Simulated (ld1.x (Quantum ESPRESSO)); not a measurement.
# A TM potential for Cu, from input to tests

Do these settings give a usable potential? It is generated, then checked for transferability, scattering, ghosts and hardness.

The numbers are computed with ld1.x (Quantum ESPRESSO) 7.5 (PBE, scalar-relativistic, spin-unpolarised reference atom).

### Step 1. The atom and the settings

The settings as typed:

```json
{
  "element": "copper (Cu, Z = 29)",
  "type": "norm-conserving Troullier–Martins (Kleinman–Bylander form)",
  "frozen core": "[Ar]",
  "valence charge": "11",
  "reference configuration": "3d10 4s1 4p0",
  "partial waves": "4s (bound): rc 1.65 bohr; 3d (bound): rc 1.50 bohr; 4f channel at -0.2 Ry: rc 3.30 bohr; 4p (bound, empty): rc 4.15 bohr",
  "local potential": "the p channel",
  "core correction": "not asked for"
}
```

### Step 2. Generation

File Cu.in:

```
 &input
   title='Cu', zed=29., rel=1, dft='PBE', iswitch=3,
   config='[Ar] 3d10 4s1 4p0 4f-2',
   nld=4, rlderiv=4.50, eminld=-2.0, emaxld=5.0, deld=0.02
 /
 &inputp
   pseudotype=2, tm=.true., lloc=1,
   nlcc=.false.,
   file_pseudopw='Cu.UPF', file_wfcaegen='ae.wfc', file_wfcncgen='nc.wfc', file_beta='beta', file_chi='chi'
 /
4
4S  1  0   1.00   0.00  1.65  1.65  0.0
3D  3  2  10.00   0.00  1.50  1.50  0.0
4F  4  3  -2.00  -0.20  3.30  3.30  0.0
4P  2  1   0.00   0.00  4.15  4.15  0.0
 &test
   configts(1)='3d10 4s1 4p0'
 /
```

Started as:

```
$ ld1.x < Cu.in > Cu.out
```

The output, Cu.out (without the banner and most projector matrices):

```text
     Program LD1 v.7.5
     --------------------------- All-electron run ----------------------------

     Cu
     scalar relativistic calculation

     atomic number is 29.00
     dft =PBE   lsd =0 sic =0 latt =0  beta=0.20 tr2=1.0E-14
     Exchange-correlation= PBE
                           (   1   4   3   4   0   0   0)
     mesh =1199 r(mesh) = 100.25372 a.u. xmin = -7.00 dx = 0.01250
     1 Ry =  13.60569312 eV, c = 137.03599908

     n l     nl                  e(Ry)          e(Ha)          e(eV)
     1 0     1S 1( 2.00)      -650.5489      -325.2745     -8851.1694
     2 0     2S 1( 2.00)       -78.0904       -39.0452     -1062.4738
     2 1     2P 1( 6.00)       -67.3965       -33.6983      -916.9763
     3 0     3S 1( 2.00)        -8.4305        -4.2153      -114.7030
     3 1     3P 1( 6.00)        -5.3024        -2.6512       -72.1430
     3 2     3D 1(10.00)        -0.3703        -0.1851        -5.0378
     4 0     4S 1( 1.00)        -0.3388        -0.1694        -4.6093
     4 1     4P 1( 0.00)        -0.0512        -0.0256        -0.6967

     final scf error:  5.3E-15 reached in  32 iterations

     Etot =   -3309.701531 Ry,   -1654.850765 Ha,  -45030.783357 eV

     Ekin =    3358.932341 Ry,    1679.466170 Ha,   45700.602648 eV
     Encl =   -7969.314771 Ry,   -3984.657386 Ha, -108428.051175 eV
     Eh   =    1435.751702 Ry,     717.875851 Ha,   19534.397054 eV
     Exc  =    -135.070802 Ry,     -67.535401 Ha,   -1837.731883 eV

     normalization and overlap integrals

     s(1S/1S) =  1.000000  <r> =   0.0521  <r2> =    0.0037  r(max) =   0.0341
     s(2S/2S) =  1.000000  <r> =   0.2352  <r2> =    0.0653  r(max) =   0.1960
     s(2P/2P) =  1.000000  <r> =   0.2064  <r2> =    0.0523  r(max) =   0.1585
     s(3S/3S) =  1.000000  <r> =   0.7119  <r2> =    0.5863  r(max) =   0.6112
     s(3P/3P) =  1.000000  <r> =   0.7494  <r2> =    0.6650  r(max) =   0.6189
     s(3D/3D) =  1.000000  <r> =   1.0474  <r2> =    1.5756  r(max) =   0.6036
     s(4S/4S) =  1.000000  <r> =   2.9362  <r2> =   10.2155  r(max) =   2.2710
     s(4P/4P) =  1.000000  <r> =   5.1791  <r2> =   33.4210  r(max) =   3.6517

     ------------------------ End of All-electron run ------------------------

     --------------------- Generating NC pseudopotential ---------------------

      Generating local pot.: lloc=1, matching radius rcloc =   4.1500

      Wfc   4S  rcut= 1.661  Using Troullier-Martins method

      Wfc   3D  rcut= 1.503  Using Troullier-Martins method

      Wfc   4F  rcut= 3.263  Using Troullier-Martins method

     ------------------- End of pseudopotential generation -------------------

     [... the all-electron block is printed once more ...]


     Computing logarithmic derivative in   4.48830
     Computing logarithmic derivative in   4.48830
     Computing the partial wave expansion
     R is outside the sphere for l=    0 j= 0.00
       no projector for channel:   1
     R is outside the sphere for l=    2 j= 0.00
     R is outside the sphere for l=    3 j= 0.00

     ---------------------- Testing the pseudopotential ----------------------

     Cu
     scalar relativistic calculation

     atomic number is 29.00   valence charge is 11.00
     dft =PBE   lsd =0 sic =0 latt =0  beta=0.20 tr2=1.0E-14
     mesh =1199 r(mesh) = 100.25372 xmin = -7.00 dx = 0.01250

     n l     nl             e AE (Ry)        e PS (Ry)    De AE-PS (Ry)
     3 2     3D   1(10.00)       -0.37027       -0.37027        0.00000
     1 0     4S   1( 1.00)       -0.33878       -0.33878       -0.00000
     2 1     4P   1( 0.00)       -0.05121       -0.05121        0.00000

     eps = 4.7E-15  iter = 12

     Etot =   -3309.701531 Ry,   -1654.850765 Ha,  -45030.783357 eV
     Etotps =   -94.785003 Ry,     -47.392502 Ha,   -1289.615666 eV

     Ekin =     131.938679 Ry,      65.969340 Ha,    1795.117181 eV
     Encl =    -182.021748 Ry,     -91.010874 Ha,   -2476.532049 eV
     Ehrt =      95.280587 Ry,      47.640293 Ha,    1296.358422 eV
     Ecxc =     -15.354570 Ry,      -7.677285 Ha,    -208.909566 eV
     Epseu=    -124.627951 Ry,     -62.313975 Ha,   -1695.649654 eV

     ---------------------- End of pseudopotential test ----------------------
```

Run time: 1.6 s. Hardware: 1 thread of Neoverse-V1, shared host. (Generation and the later configuration tests together.)

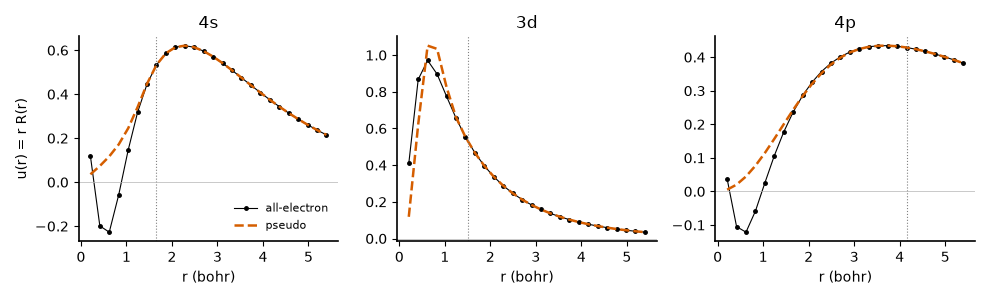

All-electron and pseudo partial waves (4s, 3d, 4p), with the matching radii dotted. The curves join 26 sampled radii, too few to resolve the innermost nodes.

### Step 3. Transferability test

File Cu.test.in:

```
 &input
   title='Cu', zed=29., rel=1, dft='PBE', iswitch=2,
   config='[Ar] 3d10 4s1 4p0 4f-2'
 /
 &test
   file_pseudo='Cu.UPF', nconf=8,
   configts(1)='3d10 4s1 4p0',
   configts(2)='3d10 4s0 4p0',
   configts(3)='3d9 4s0 4p0',
   configts(4)='3d8 4s0 4p0',
   configts(5)='3d10 4s0 4p1',
   configts(6)='3d9 4s1 4p1',
   configts(7)='3d10 4s0.5 4p0',
   configts(8)='3d9 4s2 4p0'
 /
```

Started as:

```
$ ld1.x < Cu.test.in > Cu.test.out
```

Cu.test.out, the pseudopotential blocks, each with the warnings that came before it:

```text
     ---------------------- Testing the pseudopotential ----------------------

     Cu
     scalar relativistic calculation

     atomic number is 29.00   valence charge is 11.00
     dft =PBE   lsd =0 sic =0 latt =0  beta=0.20 tr2=1.0E-14
     mesh =1199 r(mesh) = 100.25372 xmin = -7.00 dx = 0.01250

     n l     nl             e AE (Ry)        e PS (Ry)    De AE-PS (Ry)
     3 2     3D   1(10.00)       -0.37027       -0.37027        0.00000
     1 0     4S   1( 1.00)       -0.33878       -0.33878       -0.00000
     2 1     4P   1( 0.00)       -0.05121       -0.05121        0.00000

     eps = 4.0E-15  iter = 11

     Etot =   -3309.701531 Ry,   -1654.850765 Ha,  -45030.783357 eV
     Etotps =   -94.785004 Ry,     -47.392502 Ha,   -1289.615671 eV

     Ekin =     131.938679 Ry,      65.969340 Ha,    1795.117182 eV
     Encl =    -182.021749 Ry,     -91.010874 Ha,   -2476.532052 eV
     Ehrt =      95.280587 Ry,      47.640293 Ha,    1296.358426 eV
     Ecxc =     -15.354570 Ry,      -7.677285 Ha,    -208.909566 eV
     Epseu=    -124.627951 Ry,     -62.313976 Ha,   -1695.649660 eV

     ---------------------- End of pseudopotential test ----------------------

     Warning: n=3, l=2 expected 0 nodes, found 1
     ---------------------- Testing the pseudopotential ----------------------

     Cu
     [...]
     n l     nl             e AE (Ry)        e PS (Ry)    De AE-PS (Ry)
     3 2     3D   1(10.00)       -1.00387       -0.99877       -0.00510  !
     1 0     4S   1( 0.00)       -0.87409       -0.87226       -0.00183
     2 1     4P   1( 0.00)       -0.48142       -0.48203        0.00061

     eps = 1.3E-15  iter = 11

     Etot =   -3309.102669 Ry,   -1654.551334 Ha,  -45022.635421 eV
     Etotps =   -94.186565 Ry,     -47.093282 Ha,   -1281.473497 eV
     dEtot_ae =       0.598862 Ry
     dEtot_ps =       0.598439 Ry,   Delta E=       0.000424 Ry

     [...]
     ---------------------- End of pseudopotential test ----------------------

     ---------------------- Testing the pseudopotential ----------------------

     Cu
     [...]
     n l     nl             e AE (Ry)        e PS (Ry)    De AE-PS (Ry)
     3 2     3D   1( 9.00)       -2.17762       -2.22145        0.04382  !
     1 0     4S   1( 0.00)       -1.64243       -1.63212       -0.01031  !
     2 1     4P   1( 0.00)       -1.12816       -1.13545        0.00729  !

     eps = 8.7E-15  iter =  7

     Etot =   -3307.534761 Ry,   -1653.767381 Ha,  -45001.302955 eV
     Etotps =   -92.602321 Ry,     -46.301161 Ha,   -1259.918767 eV
     dEtot_ae =       2.166770 Ry
     dEtot_ps =       2.182682 Ry,   Delta E=      -0.015913 Ry

     [...]
     ---------------------- End of pseudopotential test ----------------------

     Warning: n=1, l=0 expected 0 nodes, found 1
     ---------------------- Testing the pseudopotential ----------------------

     Cu
     [...]
     n l     nl             e AE (Ry)        e PS (Ry)    De AE-PS (Ry)
     3 2     3D   1( 8.00)       -3.59499       -3.70821        0.11322  !
     1 0     4S   1( 0.00)       -2.53770       -2.50872       -0.02898  !
     2 1     4P   1( 0.00)       -1.91536       -1.95314        0.03777  !

     eps = 2.4E-15  iter =  9

     Etot =   -3304.666857 Ry,   -1652.333428 Ha,  -44962.283127 eV
     Etotps =   -89.655926 Ry,     -44.827963 Ha,   -1219.831019 eV
     dEtot_ae =       5.034674 Ry
     dEtot_ps =       5.129077 Ry,   Delta E=      -0.094403 Ry

     [...]
     ---------------------- End of pseudopotential test ----------------------

     ---------------------- Testing the pseudopotential ----------------------

     Cu
     [...]
     n l     nl             e AE (Ry)        e PS (Ry)    De AE-PS (Ry)
     3 2     3D   1(10.00)       -0.52571       -0.52251       -0.00320
     1 0     4S   1( 0.00)       -0.44612       -0.44474       -0.00139
     2 1     4P   1( 1.00)       -0.12603       -0.12593       -0.00010

     eps = 9.8E-15  iter = 11

     Etot =   -3309.397502 Ry,   -1654.698751 Ha,  -45026.646835 eV
     Etotps =   -94.481452 Ry,     -47.240726 Ha,   -1285.485643 eV
     dEtot_ae =       0.304029 Ry
     dEtot_ps =       0.303551 Ry,   Delta E=       0.000477 Ry

     [...]
     ---------------------- End of pseudopotential test ----------------------

     ---------------------- Testing the pseudopotential ----------------------

     Cu
     [...]
     n l     nl             e AE (Ry)        e PS (Ry)    De AE-PS (Ry)
     3 2     3D   1( 9.00)       -0.85163       -0.89417        0.04255  !
     1 0     4S   1( 1.00)       -0.52491       -0.52208       -0.00283
     2 1     4P   1( 1.00)       -0.15499       -0.15473       -0.00026

     eps = 9.2E-16  iter = 23

     Etot =   -3309.200967 Ry,   -1654.600483 Ha,  -45023.972836 eV
     Etotps =   -94.265363 Ry,     -47.132682 Ha,   -1282.545603 eV
     dEtot_ae =       0.500564 Ry
     dEtot_ps =       0.519640 Ry,   Delta E=      -0.019076 Ry

     [...]
     ---------------------- End of pseudopotential test ----------------------

     ---------------------- Testing the pseudopotential ----------------------

     Cu
     [...]
     n l     nl             e AE (Ry)        e PS (Ry)    De AE-PS (Ry)
     3 2     3D   1(10.00)       -0.67108       -0.66907       -0.00201
     1 0     4S   1( 0.50)       -0.59517       -0.59489       -0.00028
     2 1     4P   1( 0.00)       -0.25132       -0.25163        0.00031

     eps = 1.7E-16  iter = 20

     Etot =   -3309.469123 Ry,   -1654.734561 Ha,  -45027.621283 eV
     Etotps =   -94.552606 Ry,     -47.276303 Ha,   -1286.453737 eV
     dEtot_ae =       0.232408 Ry
     dEtot_ps =       0.232398 Ry,   Delta E=       0.000010 Ry

     [...]
     ---------------------- End of pseudopotential test ----------------------

     ---------------------- Testing the pseudopotential ----------------------

     Cu
     [...]
     n l     nl             e AE (Ry)        e PS (Ry)    De AE-PS (Ry)
     3 2     3D   1( 9.00)       -0.69958       -0.74515        0.04557  !
     1 0     4S   1( 2.00)       -0.42717       -0.42705       -0.00012
     2 1     4P   1( 0.00)       -0.08609       -0.08605       -0.00004

     eps = 4.8E-16  iter = 30

     Etot =   -3309.556741 Ry,   -1654.778371 Ha,  -45028.813395 eV
     Etotps =   -94.619994 Ry,     -47.309997 Ha,   -1287.370602 eV
     dEtot_ae =       0.144790 Ry
     dEtot_ps =       0.165010 Ry,   Delta E=      -0.020220 Ry

     [...]
     ---------------------- End of pseudopotential test ----------------------
```

Excitation and ionisation energies from 3d10 4s1 4p0, with the error of the potential. A star marks tests that logged a warning.

```tsv
valence configuration	charge	ΔE all-electron (eV)	error AE − PS (meV)
3d10 4s0 4p0 *	+1	8.148	+5.8
3d9 4s0 4p0	+2	29.480	-217
3d8 4s0 4p0 *	+3	68.500	-1284
3d10 4s0 4p1	0	4.137	+6.5
3d9 4s1 4p1	0	6.811	-260
3d10 4s0.5 4p0	+0.5	3.162	+0.1
3d9 4s2 4p0	0	1.970	-275
```

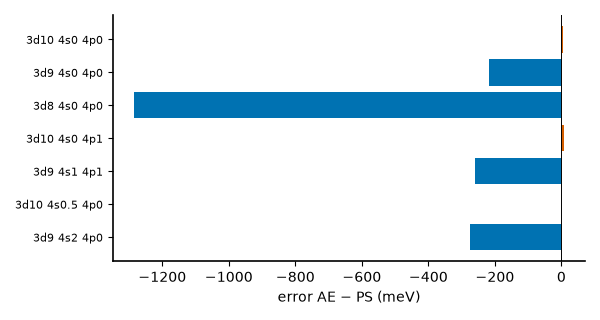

Error of the potential in each test configuration.

### Step 4. Scattering by logarithmic derivatives

Taken from the files of the generation run. The phase is arctan(r·u′/u) with u = r·R, unwrapped, with energies in Ry. A pole is an energy at which the radial function vanishes at the test radius. The pseudo phase is shifted by a multiple of π to meet the all-electron one at the reference energy. Levels narrower than the energy grid can be missing from the poles. The last column is the largest difference on the grid between −1 and +1 Ry.

| channel | radius (bohr) | reference (Ry) | poles AE | poles PS | window around the reference with phases within 0.05 rad (Ry) | largest difference near zero (rad) |
| --- | --- | --- | --- | --- | --- | --- |
| s | 4.49 | -0.34 | -0.19, 1.88 | -0.19, 1.99 | below 0.6 | 0.053 |
| p | 4.49 | -0.05 | 0.33, 2.46 | 0.32, 2.27 | below 0.9 | 0.038 |
| d | 4.49 | -0.37 | -0.37, 1.20, 3.59 | -0.37, 1.31, 4.14 | below 0.3 | 0.091 |
| f | 4.49 | -0.20 | 1.86, 4.36 | 1.97 | below 2.3 | 0.036 |

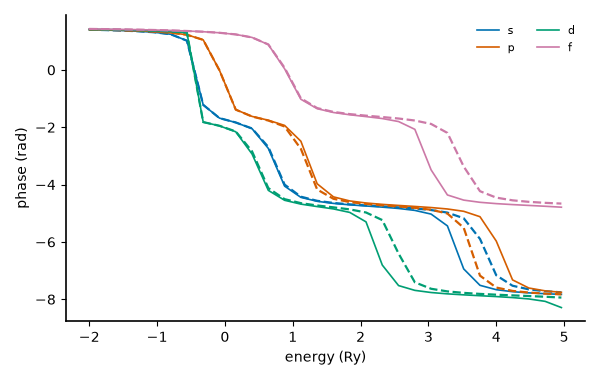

All-electron (solid) and pseudo (dashed) phases against energy.

### Step 5. Plane-wave convergence, by spherical Bessel functions

A separate test, outside the generator: the pseudo-atom's Hamiltonian at the reference potential is diagonalised in spherical Bessel functions j_l(qr) that vanish at 20 bohr, with q² up to the cutoff.

All-electron valence levels (Ry): 4s -0.3388, 3d -0.3703, 4p -0.0512. The lowest levels of each channel (Ry) by cutoff; the last column sums, over occupied levels, occupation times the distance from the level at 400 Ry. A positive value at high cutoff is not a bound level.

```
cutoff (Ry)      s #1     s #2     d #1    f #1     p #1  Σ f·Δε (mRy)
          8  -45.7560  -0.3309   0.0633  0.1122  -0.0511        4343.5
         21  -58.2636  -0.3364   0.0633  0.1122  -0.0511        4337.8
         45  -66.7277  -0.3384   0.0629  0.1122  -0.0511        4332.6
         90  -69.4589  -0.3387  -0.3428  0.1122  -0.0511         274.8
        120  -69.5876  -0.3388  -0.3693  0.1122  -0.0511           9.5
        160  -69.6712  -0.3388  -0.3699  0.1122  -0.0511           3.8
        230  -69.6931  -0.3388  -0.3703  0.1122  -0.0511           0.3
        300  -69.6977  -0.3388  -0.3703  0.1122  -0.0511           0.0
        400  -69.6991  -0.3388  -0.3703  0.1122  -0.0511           0.0
```

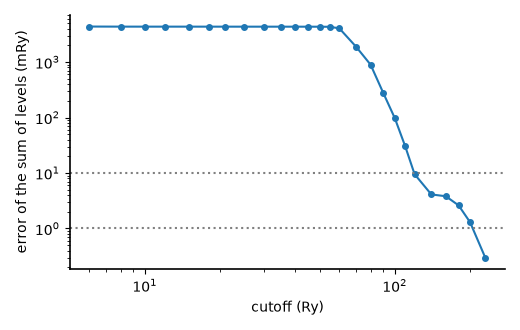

Occupation-weighted error of the valence levels against the cutoff; the dotted lines mark 10 and 1 mRy.

The sum stays within 10 mRy from 120 Ry and within 1 mRy from 230 Ry. The sum leaves out empty levels, which can need more. Ghost test: ghost state, bound below the all-electron valence or empty levels of the same l: s at -948.3 eV.

### Step 6. Summary of results

```
                                                quantity                                                       value
               cutoffs for 10 and 1 mRy, occupied levels                                           120 Ry and 230 Ry
                                            bound ghosts                                             s at -948.30 eV
                            largest test error (AE − PS)  -1284 meV, for 3d8 4s0 4p0 (one of 2 tests with a warning)
largest phase difference near zero energy, channels read                                                   0.091 rad
```

What this shows: It has a bound ghost (s), a state that the atom doesn't have, and that rules the file out. The worst unpolarised test, 3d8 4s0 4p0, is off by 1284 meV on 68.5 eV; by total energies transferability rates as poor. That test lies far up in energy; among those under 40 eV, nearer to bonding, the largest error is 275 meV. The potential is hard: the looser tolerance needs 120 Ry. The slowest occupied level is 3d: taken alone it needs 120 Ry to come within 1 mRy, against 30 Ry for 4s. Of the channels read, d scatters worst near zero energy, by up to 0.09 rad. All of this concerns the isolated atom, not yet a solid.
